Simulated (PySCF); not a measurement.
## Run report: C2H3AlN, excited-state calculation

System: C2H3AlN, multiplicity 2, SMILES [CH3][Al][C]#N.
Method: TDDFT (PBE)/ma-def2-SVP, UKS (PySCF 2.14.0).

The geometry comes from this level: PBE0-D4/def2-TZVP.

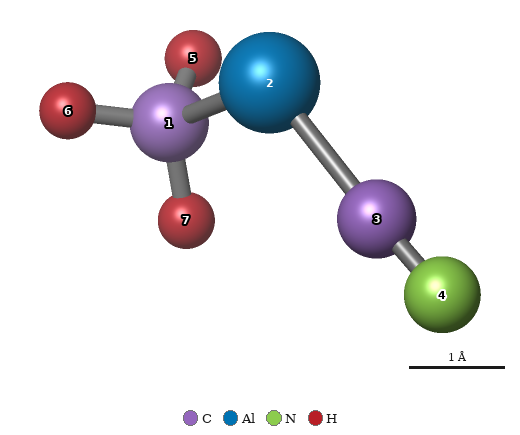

*The structure (ball-and-stick view, seen at a tilt; atoms are numbered from 1 in the order of the input). Sticks mark near contacts.*

## The input (calc.py)
```python
# [CH3][Al][C]#N
from pyscf import gto, dft, tdscf

mol = gto.Mole()
mol.atom = '''
C     -1.272353     1.674864    -0.747387
Al     1.743272     0.633436     1.115694
C      2.371039    -3.001830     1.336414
N      2.865581    -5.118890     1.544095
H     -0.764583     2.906210    -2.327387
H     -2.547918     2.749363     0.473187
H     -2.279766     0.028157    -1.480789
'''
mol.basis = 'ma-def2-svp'
mol.charge = 0
mol.verbose = 3
mol.max_memory = 1860
mol.spin = 1
mol.unit = 'bohr'
mol.build()

calc0 = dft.UKS(mol)
calc0.xc = 'pbe'
calc0.grids.level = 4
calc0.conv_tol = 1e-10
calc0.kernel()
if not calc0.converged:
    calc0 = calc0.newton().run(calc0.mo_coeff, calc0.mo_occ)

energy = calc0.e_tot
print('E(%s) = %.9f' % ('PBE', energy))

td = tdscf.TDDFT(calc0)
td.nstates = 3
td.kernel()
td.analyze()
roots = td.e * 27.211386
osc = td.oscillator_strength()
print('state   eV      nm      f')
for i, (w, f) in enumerate(zip(roots, osc), 1):
    print('%3d %9.4f %8.1f %9.5f' % (i, w, 1239.842 / w, f))
```

Hardware: 1 thread of Arm Neoverse V1, 24 GiB of memory available, shared host.

Launch command:
```bash
OMP_NUM_THREADS=1 python calc.py
```

## Log
```
WARN: HOMO -0.16339093619957 >= LUMO -0.16339093619957

converged SCF energy = -374.670816231593  <S^2> = 0.75107086  2S+1 = 2.0010706
E(PBE) = -374.670816232
Excitation energies (eV)
[1.94353248 3.94524213 4.22464703]

** Excitation energies and oscillator strengths **
state   eV      nm      f
  1    1.9435    637.9   0.02003
  2    3.9452    314.3   0.05394
  3    4.2246    293.5   0.04728
```

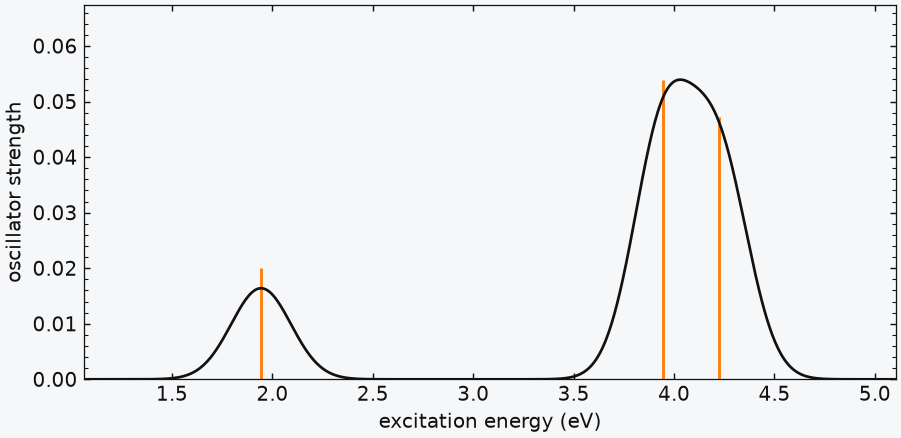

*Computed excitations as sticks (degenerate states added up, dark ones marked on the axis), with a Gaussian envelope of 0.35 eV full width at half maximum, scaled to the tallest.*

Of the 3 states the lowest lies at 1.94 eV (f = 0.020); the strongest line is at 3.95 eV, or 314 nm (f = 0.054).

## Results in brief

| quantity | value |
| --- | --- |
| outcome | converged |
| total energy | −374.670816 hartree |
| basis functions | 82 |
| ⟨S²⟩ | 0.751 |
| dipole moment | 4.12 D |
| lowest excitation | 1.94 eV |
| wall time | 2.7 min |
| peak memory | 0.58 GiB |
